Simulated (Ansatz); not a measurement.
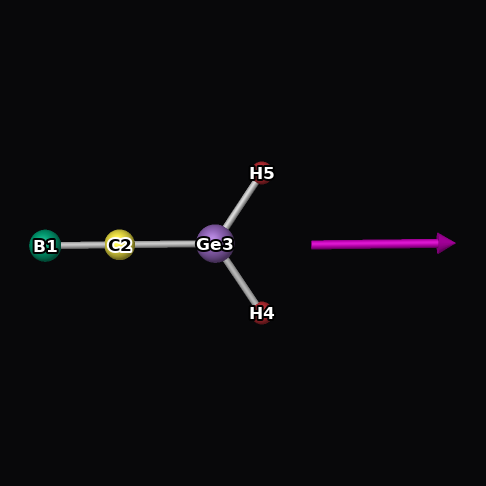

The arrow beside the molecule shows the direction of the dipole moment, from the negative to the positive end (its length means nothing). Charge 0, doublet. The geometry was computed by an optimisation with PBE-D4/def2-SVP. No frequency run is at hand to confirm it as a minimum. Method: UKS PBE-D4/def2-SVP (Ansatz 0.2.0).

**How large is the dipole moment?**

2.39 D; it points from the side of B1 to the side of H4, H5 (the outermost atoms at the two ends).
